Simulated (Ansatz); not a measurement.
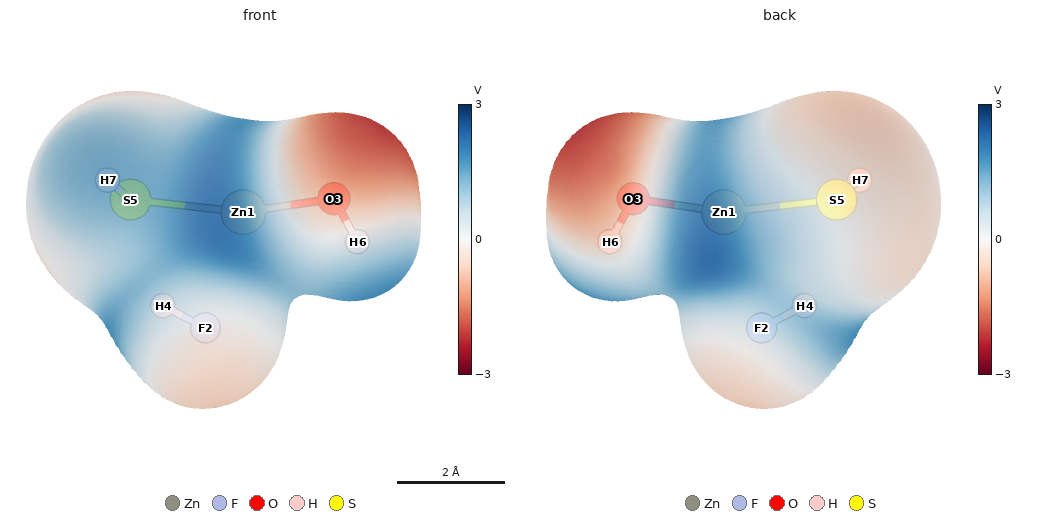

*H2OSZn···HF. The molecular electrostatic potential painted on the density surface at 0.002 e/bohr³, seen from the front and from behind; the colour scale runs from red (negative) to blue (positive).*

The calculation used RKS PBE0-D4/def2-SVP (Ansatz).

```xyz
7

Zn   -0.3228   -0.3760   -0.4549
F     0.5132    0.1041    1.6267
O    -0.0746   -2.0613   -0.9594
H     0.1524    0.9547    1.3796
S    -0.8844    1.7791   -0.3254
H     0.3834   -2.5909   -0.2985
H     0.2328    2.1903   -0.9682
```

**Describe the electrostatic potential map.**

The most negative region (about −2.1 V) lies over O3, the most positive (about +2.4 V) over Zn1. O3 is the likeliest acceptor of a hydrogen bond.
